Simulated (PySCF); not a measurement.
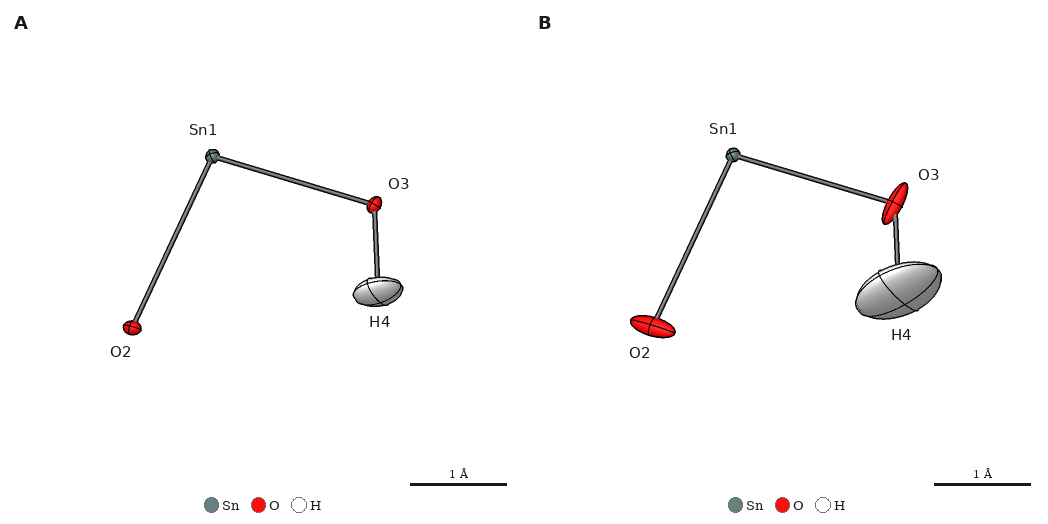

Displacement ellipsoids at the 50 % level, from the internal vibrations of the free molecule (harmonic, no overall translation or rotation; no half-axis is drawn under 0.075 Å). Charge 0, doublet. Vibrations computed with UKS-based PBE0, Sn def2-TZVP with ECP28, O def2-TZVP, H def2-TZVP; scalar-relativistic core potentials; density fitting (PySCF 2.14.0). One panel is for 100 K, the other for 900 K.

Which panel is for 900 K?

Answer. B.

How much does the mean-square displacement of O2 grow, and why?

Answer. U_eq goes from 0.0021 to 0.0115 Å², a factor of 5.6. Modes below kT (626 cm⁻¹ at 900 K) grow about in proportion to T, and the lowest lies at 142 cm⁻¹; the mean-square amplitude of a mode is its zero-point value times coth(ħω/2kT), which comes close to 1 only above about 3kT.
